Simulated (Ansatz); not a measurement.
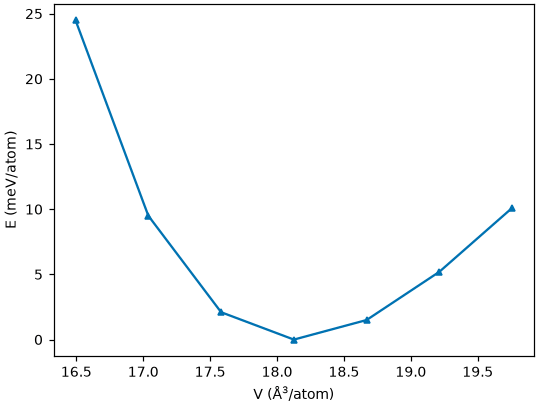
Figure: MoS$_{2}$ in space group R3m (No. 160; Mo on 3a, S on 3a, S on 3a) under volume change, the program Ansatz at the r²SCAN+D4 level (PAW), shape and atoms relaxed at each volume.

### Question
What does a third-order Birch–Murnaghan fit give for V₀, B₀ and B′?

### Answer
V₀ = 18.13 Å³/atom, B₀ = 34.9 GPa, B′ = 13.3.

The r²SCAN+D4 relaxation kept the symmetry of its start. No spin polarisation was allowed.

Potentials: the earlier of the program's two PAW sets.
